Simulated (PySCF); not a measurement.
C6H15O2P

Input

```
{"job": {"kind": "nmr", "xc": "PBE0", "basis": "pcSseg-1"}, "charge": 0, "multiplicity": 1}
C     -2.264971     0.616464     0.620066
C     -1.108077    -0.169275     1.224258
C     -0.300856    -0.941174     0.184344
C     -1.125943    -1.964940    -0.582081
P      0.458588     0.178567    -1.080126
O     -0.412321     0.666570    -2.159077
O      1.622174    -0.772077    -1.688651
C      1.413432     1.499834    -0.224771
C      2.466406     0.965912     0.730888
H     -3.039900    -0.052026     0.255255
H     -1.914537     1.221083    -0.212122
H     -2.707737     1.271508     1.367350
H     -0.443209     0.521348     1.749713
H     -1.493681    -0.876985     1.964813
H      0.531492    -1.447567     0.683638
H     -1.679081    -2.606944     0.101555
H     -0.475244    -2.587594    -1.194190
H     -1.826865    -1.458160    -1.242046
H      1.509573    -0.772675    -2.640898
H      0.706817     2.159661     0.279360
H      1.875005     2.072486    -1.034169
H      3.087932     0.230371     0.226237
H      3.102997     1.774972     1.084486
H      2.006272     0.490402     1.593723
```

Run with:

```sh
OMP_NUM_THREADS=1 python probes_run.py task.json out
```

Geometry: GFN2-xTB.

Level of theory: PBE0/pcSseg-1, SCF density, gas phase, non-relativistic in PySCF.

What will maps of the electron density and electron localisation function show?

C–C (1.52 Å): ρ is about 1.6 e/Å³ halfway; the ELF peaks at about 0.95 between the atoms (localised, covalent bonding).
C–P (1.84 Å): ρ is about 1.2 e/Å³ halfway; the ELF peaks at about 0.95 between the atoms; localised, covalent bonding.
C–H (1.09 Å): ρ at the midpoint is about 2 e/Å³; the ELF climbs to about 1 towards the hydrogen, as it does in any bond to H (an ordinary covalent bond to hydrogen).

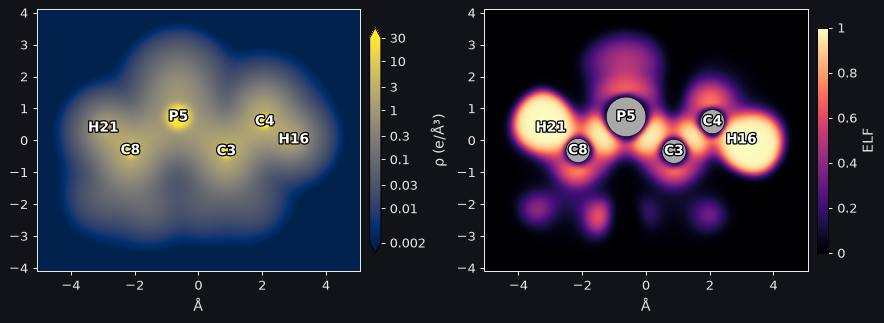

Computed electron density and electron localisation function on the plane of atoms C4, C3 and P5, in this order. Grey discs cover the atomic cores in the ELF map. 
